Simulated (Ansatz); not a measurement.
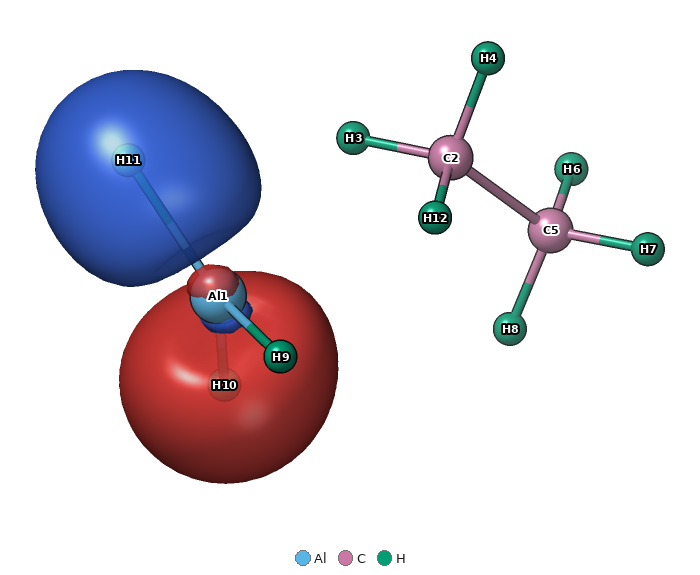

*AlH3···C2H6. The HOMO−1 at ±0.15 Å⁻³ᐟ² (red and blue are the two phases), seen at a tilt.*

Theory: RKS PBE0/6-31G* (Ansatz 0.2.0).

| atom | x (Å) | y (Å) | z (Å) |
| --- | --- | --- | --- |
| Al | -0.4225 | -0.6222 | -0.2430 |
| C | 0.3533 | -0.0886 | 2.3873 |
| H | -0.6546 | -0.4910 | 2.2106 |
| H | 0.8383 | -0.7768 | 3.0882 |
| C | 0.2897 | 1.3395 | 2.9074 |
| H | -0.2688 | 1.3856 | 3.8479 |
| H | 1.2925 | 1.7371 | 3.0926 |
| H | -0.2084 | 1.9991 | 2.1896 |
| H | 1.0109 | -0.4629 | -0.9300 |
| H | -1.3941 | 0.6408 | -0.1592 |
| H | -0.9643 | -2.0792 | 0.1148 |
| H | 0.9708 | -0.1349 | 1.4696 |

Q: Describe this orbital and give its energy.

A: It lies mainly on Al1 (about 35 %), H10 (about 30 %) and H11 (about 30 %). Its energy is −8.26 eV.
